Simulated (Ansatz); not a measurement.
# Lattice dynamics of BaPbO3 (model cell, started as cubic perovskite with Pb in the octahedra), part 2 of 2

Aim: the vibrations of BaPbO3 (model cell, started as cubic perovskite with Pb in the octahedra), their spectra, and whether the structure is stable.

Ansatz 0.2.0; DFT PBEsol, scalar-relativistic, plane waves, PAW; PAW set soft_1.

So far. Step 3 (Tight relaxation): The forces vanish by symmetry and the pressure is -0.002 GPa, within the tolerances set. The cell now holds 15.69 Å³/atom. The relaxed cell has a = 4.281 Å (conventional setting).

The structure was built from a prototype and need not be the compound's stable phase.

### 4. Zone-centre response

The zone centre comes first: it holds the modes that light can see, as far as symmetry allows. No field response is asked, since the mesh shows no gap.

The input, input.yaml:

```yaml
crystal:
  lattice:
    - [4.2810551391, 0.0, 0.0]
    - [0.0, 4.2810551391, 0.0]
    - [0.0, 0.0, 4.2810551391]
  atoms:
    - { symbol: Ba, position: [0.0, 0.0, 0.0] }
    - { symbol: Pb, position: [0.5, 0.5, 0.5] }
    - { symbol: O, position: [0.5, 0.5, 0.0] }
    - { symbol: O, position: [0.5, 0.0, 0.5] }
    - { symbol: O, position: [0.0, 0.5, 0.5] }
kpoints:
  mp_grid: { grid: [8, 8, 8] }
hamiltonian:
  xc: pbesol
  pseudopotentials: { kind: paw, azcp: { folder: soft_1 }, xc_functional: pbe }
scf:
  occupations: { method: methfessel_paxton, width: 0.2 }
output:
  eigenvalues: true
phonons:
  method: dfpt
```

Command:

```
ansatz run input.yaml --threads 4 --pin off --max-ram 16384MiB --backend cpu --events-out ev --progress --plain --runs-dir out
```

Numbers of over 12 decimals in the logs are rounded to 6 here.

Log:

```text
zone centre: on kpoints.mp_grid the ground state, and the responses unless they are solved on pairs of k-points, stand on 125 of the mesh's 512 k-points, reduced under 8 symmetry operations, with k and −k counted as one. Each operation leaves every solved displacement unchanged or reverses it
[...]
Crystal: 5 atoms, lattice volume = 78.461 Å³
Basis set: ecut = 420 eV, 1551 PW (Γ), exchange–correlation on 60×60×60 points (8 copies of the dense FFT grid, shifted against one another)
Bands: 26, of which v1, the nominal top of the filled ones, is band 21 counted from 1 (20 counted from 0)
Symmetry: 48 space group operations
k-points: 125 of 512 (irreducible under 8 space group operations)
[...]
SCF iter   1: F=—  HF=-19304.939869 eV  |F-HF|=—  |Δ(HF+E_count)|=         —  Δρ=5.67e-2  dr2=3.60e0  ethr=3.10e-3  ⟨swp⟩=10.9  Hψ=21596  notcnv=0
[...]
SCF iter  11: F=-19303.498121 eV  HF=-19303.498121 eV  |F-HF|=0.00e0  |Δ(HF+E_count)|=  1.09e-11  S|Δr|=    0.00e0  Δρ=8.33e-8  dr2=3.34e-12  ethr=1.00e-12  ⟨swp⟩=19.5  Hψ=26008  notcnv=0
SCF 1 converged in 11 iterations: F = -19303.498121 eV  dr2 = 3.34e-12
[...]
DFPT response loops at Γ: preconditioner auto → Kerker (q_TF=auto, 2.458 Å⁻¹) (partly filled bands, converged f_vac=0.000); β = 1.00, the filter's whole step (`scf.mixing.beta` (0.50) is not read by the response loops under this deck's `scf.mixing.preconditioner`; to damp them name `kerker` or `kerker_dos`, under which they read `scf.mixing.beta`, and type it under 1.00, their step now; both keys bind the ground state too); Broyden in place of MSR1
SCF converged after 11 iterations
[...]
Free energy (F): -19303.498121 eV
[...]
Internal energy: -19303.509131 eV  (E = F + TS)
E sigma→0 (E₀):  -19303.500874 eV
Entropy (-TS):   0.011009 eV (2.202 meV/atom)
Fermi energy:    9.134061 eV
[...]
--- Band table (eV; the first three rows and the last of 125) ---
  k-point 0: bands = [... 17 lower, 8.1491, 8.1491, 8.5168, 8.5168, 8.5168, 13.8035, 13.8035, 15.5004, ... 1 higher]
  k-point 1: bands = [... 17 lower, 8.1202, 8.1202, 8.4848, 8.4848, 8.9871, 14.0243, 14.0326, 15.7892, ... 1 higher]
  k-point 2: bands = [... 17 lower, 8.0626, 8.0626, 8.4094, 8.4094, 10.3012, 14.5672, 14.6167, 16.2366, ... 1 higher]
  k-point 124: bands = [... 17 lower, 9.0651, 9.0651, 9.1352, 9.1352, 13.9135, 13.9135, 13.9135, 15.8999, ... 1 higher]
--- Phonons (Γ-DFPT): 4 representative perturbations + reference, on 125 of 512 k-points (Σ response iterations 13) ---
  k mesh reduced under 8 symmetry operations, with k and −k counted as one. Each operation leaves every solved displacement unchanged or reverses it
  ASR residual: 4.419e-5 → 0.000e0 eV/Å²; symmetrization residual: 1.465e-6 eV/Å²
  ASR residual per site (eV/Å²): 5.77e-6 1.04e-5 4.42e-5 4.42e-5 4.42e-5
  Γ frequencies (cm⁻¹): 0.00 0.00 0.00 44.04 44.04 44.04 83.25 83.25 83.25 130.94 130.94 130.94 564.34 564.34 564.34
  non-analytic LO–TO correction: not included (Born effective charges unavailable; polar crystals: no LO–TO splitting at Γ)
```

The job ended after 34 s (4 threads of Arm Neoverse V1, shared host; peak memory 1.2 GiB; 2.1 min of CPU time).

This step gave:

- sum-rule residual before enforcement: 4.42e-5 eV/Å²
- point group: m-3m
- highest optical mode at the zone centre (no LO-TO term): 564.3 cm⁻¹
- lowest optical zone-centre mode: 44.04 cm⁻¹

Patterns of degenerate modes are one choice out of their space. Modes at Γ, with each element's share of the kinetic energy:

```
mode  frequency (cm⁻¹)  symmetry  Ba %  Pb %  O %
   1               0.0  acoustic    35    53   12
   2               0.0  acoustic    35    53   12
   3               0.0  acoustic    35    53   12
   4              44.0       T1u    46     6   48
   5              44.0       T1u    46     6   48
   6              44.0       T1u    46     6   48
   7              83.2       T2u     0     0  100
   8              83.2       T2u     0     0  100
   9              83.2       T2u     0     0  100
  10             130.9       T1u    19    37   44
  11             130.9       T1u    19    37   44
  12             130.9       T1u    19    37   44
  13             564.3       T1u     0     4   96
  14             564.3       T1u     0     4   96
  15             564.3       T1u     0     4   96
```

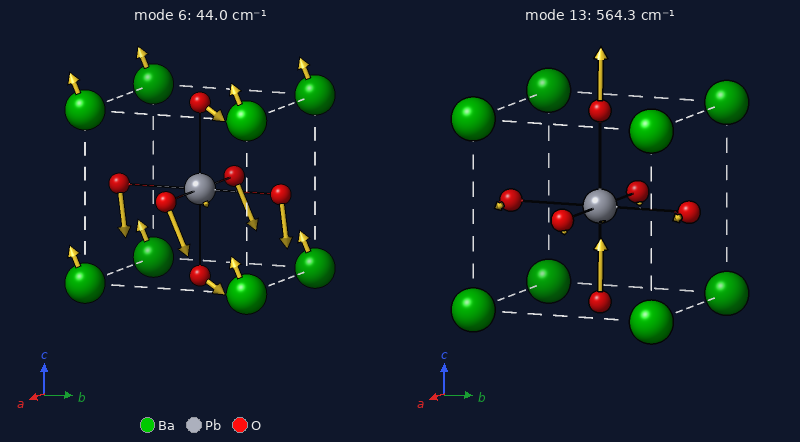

Displacement patterns of modes 6 and 13 at Γ; arrows are exaggerated. Some periodic images of atoms are drawn too.

Before it was imposed, the acoustic sum rule was missed by 4.4e-5 eV/Å². Small misses are needed for a sound result but don't prove that mesh and cutoff are converged. The lowest optical mode is real, 44.0 cm⁻¹.

### 5. Phonons on a q mesh

Stability and thermal properties need the whole zone. Linear response on a 4×4×4 q mesh gives force constants as far as a supercell of that size would.

Edit input.yaml of step 4 so:

```diff
@@ -22 +22,8 @@
   method: dfpt
+  qmesh: [4, 4, 4]
+  temperatures: { t_max: 1000, t_step: 50 }
+  qpath:
+    path:
+      - [[0.0, 0.0, 0.0], [0.0, 0.5, 0.0], [0.5, 0.5, 0.0], [0.0, 0.0, 0.0], [0.5, 0.5, 0.5], [0.0, 0.5, 0.0]]
+      - [[0.5, 0.5, 0.5], [0.5, 0.5, 0.0]]
+    npoints: 10
```

Log:

```text
[...]
Crystal: 5 atoms, lattice volume = 78.461 Å³
Basis set: ecut = 420 eV, 1551 PW (Γ), exchange–correlation on 60×60×60 points (8 copies of the dense FFT grid, shifted against one another)
Bands: 26, of which v1, the nominal top of the filled ones, is band 21 counted from 1 (20 counted from 0)
Symmetry: 48 space group operations
k-points: 35 of 512
[...]
SCF iter   1: F=—  HF=-19304.939632 eV  |F-HF|=—  |Δ(HF+E_count)|=         —  Δρ=5.67e-2  dr2=3.60e0  ethr=3.10e-3  ⟨swp⟩=10.7  Hψ=5992  notcnv=0
[...]
SCF iter  11: F=-19303.498121 eV  HF=-19303.498121 eV  |F-HF|=3.64e-12  |Δ(HF+E_count)|=  1.09e-11  S|Δr|=    0.00e0  Δρ=6.86e-8  dr2=2.37e-12  ethr=1.00e-12  ⟨swp⟩=18.3  Hψ=7062  notcnv=0
SCF 1 converged in 11 iterations: F = -19303.498121 eV  dr2 = 2.37e-12
[...]
SCF iter   7: F=-19303.498121 eV  HF=-19303.498121 eV  |F-HF|=7.28e-12  |Δ(HF+E_count)|=  7.28e-12  S|Δr|=    0.00e0  Δρ=5.83e-8  dr2=1.13e-12  ethr=1.00e-12  ⟨swp⟩=6.3  Hψ=3172  notcnv=0
SCF 2 converged in 7 iterations: F = -19303.498121 eV  dr2 = 1.13e-12
phonons: the bands overlap, so this run is a metal and interpolates without the dipole-dipole term. If the crystal is really an insulator or semiconductor, its LO-TO splitting is missing
NSCF: frozen V_eff on 35 k-points
[...]
DFPT response loops at q = (0, 0, 0) (fractional): preconditioner auto → Kerker (q_TF=auto, 2.458 Å⁻¹) (partly filled bands, converged f_vac=0.000); β = 1.00, the filter's whole step (`scf.mixing.beta` (0.50) is not read by the response loops under this deck's `scf.mixing.preconditioner`; to damp them name `kerker` or `kerker_dos`, under which they read `scf.mixing.beta`, and type it under 1.00, their step now; both keys bind the ground state too); Broyden in place of MSR1
[...]
SCF converged after 11 iterations
[...]
Free energy (F): -19303.498121 eV
[...]
Internal energy: -19303.509131 eV  (E = F + TS)
E sigma→0 (E₀):  -19303.500874 eV
Entropy (-TS):   0.011009 eV (2.202 meV/atom)
Fermi energy:    9.134061 eV
[...]
--- Band table (eV; the first three rows and the last of 35) ---
  k-point 0: bands = [... 17 lower, 8.1491, 8.1491, 8.5168, 8.5168, 8.5168, 13.8035, 13.8035, 15.5004, ... 1 higher]
  k-point 1: bands = [... 17 lower, 8.1202, 8.1202, 8.4848, 8.4848, 8.9871, 14.0243, 14.0326, 15.7892, ... 1 higher]
  k-point 2: bands = [... 17 lower, 8.0626, 8.0626, 8.4094, 8.4094, 10.3012, 14.5672, 14.6167, 16.2366, ... 1 higher]
  k-point 34: bands = [... 17 lower, 9.0651, 9.0651, 9.1352, 9.1352, 13.9135, 13.9135, 13.9135, 15.8999, ... 1 higher]
--- Phonons (Γ-DFPT): 4 representative perturbations + reference (Σ response iterations 13) ---
  ASR residual: 4.663e-5 → 0.000e0 eV/Å²; symmetrization residual: 1.010e-6 eV/Å²
  ASR residual per site (eV/Å²): 1.21e-6 1.35e-6 4.66e-5 4.66e-5 4.66e-5
[...]
--- Phonons (arbitrary-q DFPT): 10 irreducible q on the 4×4×4 mesh ---
  q = [0.0000, 0.0000, 0.0000] (star 1, of the zone-centre solve; hermiticity 1.15e-7, symmetrization 1.92e-12): -0.00 0.00 0.00 44.04 44.04 44.04 83.25 83.25 83.25 130.94 130.94 130.94 564.34 564.34 564.34
  q = [0.0000, 0.0000, 0.2500] (star 6, 9 solved perturbations in 1560 linear systems a pass and spin channel, the states on 200 of 512 k-point pairs; hermiticity 2.70e-7, symmetrization 1.36e-12): 40.24 40.24 59.88 59.88 78.71 102.07 102.07 110.73 125.25 130.52 130.52 222.61 568.16 568.16 579.01
[...]
q = [0.0000, 0.2500, -0.5000] (star 12, 15 solved perturbations on 200 of 512 k-point pairs; hermiticity 2.03e-7, symmetrization 1.37e-14): -108.48 51.83 57.89 64.51 87.47 111.47 131.45 135.44 146.01 174.53 196.12 285.99 468.10 575.99 635.82
[...]
sum rule: each row above includes the acoustic sum rule's correction from the zone centre's row sums; it moved no ω² by more than (0.89 cm⁻¹)²
  mesh force constants: q→R imaginary residual 1.21e-18; ASR residual 4.663e-5 → 0.000e0 eV/Å²; symmetrization residual 1.066e-14 eV/Å²
  interpolated dispersion: 62 rows × 15 modes
  density of states and harmonic sums: on the 16×16×16 q-mesh, interpolated from the force constants of a 4×4×4 supercell (no non-analytic term)
  largest difference from the sums on the solved wave vectors: F 7.51e-2 eV, S 9.08e-5 and C_V 2.16e-5 eV/K
  zero-point energy: 0.185082 eV/cell   skipped modes (ω ≤ 0): 251, of them read as no rigid motion or as one in doubt: 248 (1.552e0 modes/cell left out, lowest -163.44 cm⁻¹)   left out of the sums: 1.03e-1 of the cell's modes: C_V's classical limit lies that fraction below 3 k_B per atom; for a crystal, a wire or a layer, F and S can be off by more, and a phonons.interpolated_qmesh denser along its periods is the remedy for the sampling
```

Wall time 13 min (4 threads); peak memory 2.7 GiB.

Numbers from this step:

- sum-rule residual before enforcement: 4.66e-5 eV/Å²
- lowest frequency on the path: -163.4 cm⁻¹
- highest frequency on the path or at a solved wavevector: 659.7 cm⁻¹
- lowest mode on the q mesh (acoustic modes at Γ apart): -163.4 cm⁻¹

Frequencies (cm⁻¹) solved at each irreducible wavevector; negative means imaginary. Frequencies by wavevector, by row:

```
q in reciprocal lattice units  star  mode 1  mode 2  mode 3  mode 4  mode 13  mode 14  mode 15
                        0 0 0     1       0       0       0      44    564.3    564.3    564.3
                     0 0 0.25     6    40.2    40.2    59.9    59.9    568.2    568.2      579
                     0 0 -0.5     3    52.5    52.5    72.5    72.5      572      572    591.3
                  0 0.25 0.25    12     -80    35.9    51.6    76.1    501.4    572.1    626.7
                  0 0.25 -0.5    12  -108.5    51.8    57.9    64.5    468.1      576    635.8
                  0 -0.5 -0.5     3  -150.2    27.5    27.5    60.7    310.4    579.8    642.3
               0.25 0.25 0.25     8   -99.3   -62.3   -62.3    56.7    503.8    503.8    646.5
               0.25 0.25 -0.5    12    -125   -93.5   -68.7    61.3    451.5      507    652.7
               0.25 -0.5 -0.5     6  -157.7  -113.9  -113.9    63.8    316.1    493.3    656.5
               -0.5 -0.5 -0.5     1  -163.4  -163.4  -163.4    65.6    319.8    319.8    658.3
```

Interpolated from a 4×4×4 q mesh. Phonon branches along the path, in cm⁻¹:

```
    point  branch 1  branch 2  branch 3  branch 4  branch 12  branch 13  branch 14  branch 15
        Γ         0         0         0        44        131        564        564        564
        X        52        52        72        72        282        572        572        591
        M      -150        28        28        61        293        310        580        642
        Γ         0         0         0        44        131        564        564        564
        R      -163      -163      -163        66        241        320        320        658
        X        52        52        72        72        282        572        572        591
jump to R      -163      -163      -163        66        241        320        320        658
        M      -150        28        28        61        293        310        580        642
```

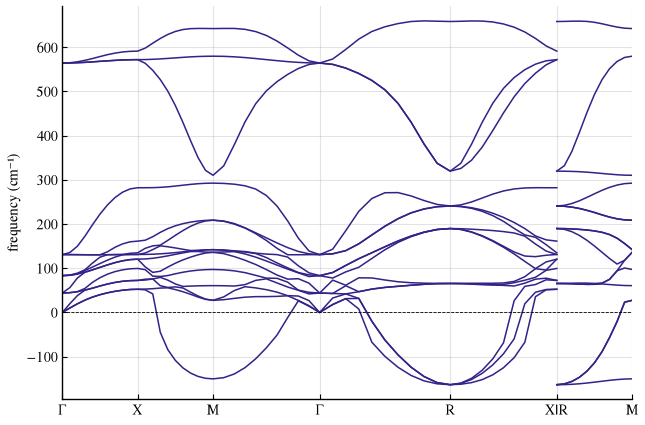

Phonon branches along the path.

The phonon density of states has structure finer than the step of the table below, so its rows give means over 50 cm⁻¹, whole bins alone (the curve runs from -165 to 665 cm⁻¹). Peaks (cm⁻¹: height): 65.0: 0.120, 135.0: 0.0547, 275.0: 0.0338, 565.0: 0.0314, 645.0: 0.0283.

Tetrahedra on a 16×16×16 mesh, mean over bins of 10 cm-1. Interpolated from a 4×4×4 q mesh. The phonon density of states by wavenumber; means over each step:

```
wavenumber (cm⁻¹)  phonon density of states (1/cm⁻¹/cell)
             -100                                  0.0117
              -50                                 0.00776
                0                                 0.00818
               50                                  0.0593
              100                                  0.0423
              150                                  0.0490
              200                                  0.0311
              250                                  0.0122
              300                                 0.00968
              350                                 0.00265
              400                                 0.00345
              450                                 0.00497
              500                                 0.00845
              550                                  0.0187
              600                                 0.00688
```

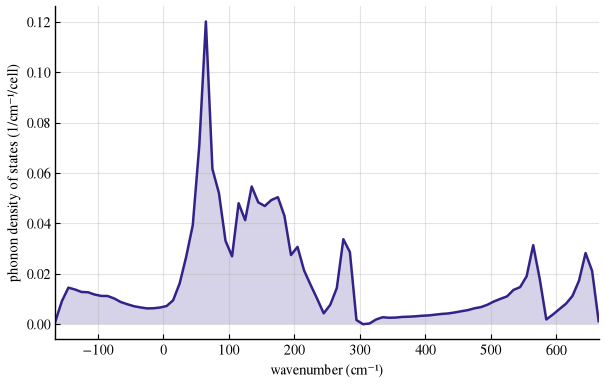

Phonon density of states, plotted against wavenumber.

The partial phonon density of states has structure finer than the step of the table below, so its rows give means over 50 cm⁻¹, whole bins alone (the curve runs from -172 to 689 cm⁻¹). Peaks (cm⁻¹: height): Ba 60.8: 0.0763; O -128.9: 0.0149, -101.8: 0.0152, 66.2: 0.0187, 131.2: 0.0287, 277.6: 0.0291, 564.8: 0.0259, 646.1: 0.0243; Pb 142.1: 0.0248, 174.6: 0.0275.

Phonopy on the run's constants, 13x13x13 mesh, Gaussian sigma 6.2 cm-1. Interpolated from a 4×4×4 q mesh. Table of partial phonon density of states by wavenumber; means over each step; values in 1/cm⁻¹/cell:

```
wavenumber (cm⁻¹)       Ba        O       Pb
             -100   1.6e-4   0.0114   5.2e-5
              -50  0.00117  0.00855   7.7e-5
                0  0.00168  0.00201   2.9e-4
               50   0.0409   0.0130  0.00700
              100   0.0102   0.0179   0.0144
              150  0.00266   0.0225   0.0237
              200  0.00265   0.0167   0.0119
              250   4.1e-4   0.0114   7.5e-4
              300   1.2e-4  0.00913   5.9e-4
              350   2.2e-6  0.00284   5.9e-6
              400   7.7e-7  0.00270   1.5e-5
              450   3.8e-6  0.00506   4.6e-5
              500   4.3e-6  0.00859   1.5e-4
              550   9.2e-7   0.0174   5.8e-4
              600   5.1e-6  0.00722   2.2e-4
              650   9.0e-6   0.0144   2.1e-4
```

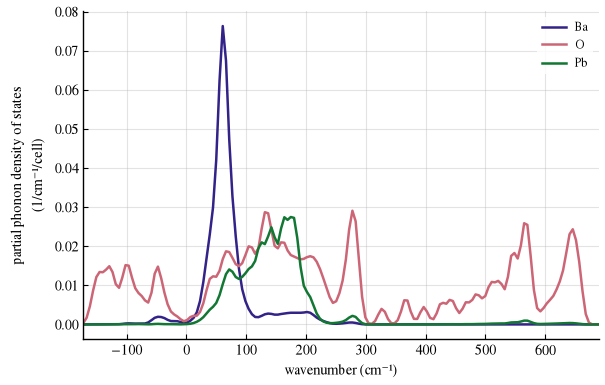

Partial phonon density of states against wavenumber.

Symmetry leaves 10 wavevectors to solve. The lowest mode among them, the acoustic zeros apart, lies at q = (-0.5, -0.5, -0.5) and is imaginary, 163.4i cm⁻¹, so the energy falls along it.

### 6. What came out

- space group after relaxation (within 0.01 Å): Pm-3m
- volume per atom: 15.7 Å³
- electronic character: no gap on this mesh
- highest optical mode at the zone centre (no LO-TO term): 564 cm⁻¹
- lowest optical zone-centre mode: 44.0 cm⁻¹
- lowest mode on the q mesh (acoustic modes at Γ apart): -163 cm⁻¹
- highest frequency on the path or at a solved wavevector: 660 cm⁻¹
- imaginary modes on the 4×4×4 q mesh: yes

In words: Modes are clearly imaginary (beyond 10i cm⁻¹) at 7 of the 10 irreducible wavevectors, most at q = (-0.5, -0.5, -0.5) (163.4i cm⁻¹), so this structure is not a minimum of the energy. The optical modes at Γ span 44 to 564 cm⁻¹. The highest mode in this list at Γ, 564.3 cm⁻¹, is mostly motion of O (96 % of the kinetic energy). With no gap, or one that is small against the smearing, the frequencies hang on the k mesh and the smearing, most of all near Kohn anomalies. Spin-orbit coupling is left out, which can matter for the heavy elements here. The PAW files were made for PBE and serve the other functionals too. The starting cell was built on a prototype and not taken from a measurement, so the phase need not exist. These are harmonic frequencies at zero temperature: anharmonic shifts, linewidths and thermal expansion are left out.

[Logs are printed without paths, hosts, clocks, repeated set-up lines and the standing remarks that a program may print on its own settings, such as how far it seeks lower states.]

[Hosts, paths, dates, database ids (printed as entryN), source tags and the programs' standing remarks are cut or masked in the printed files.]
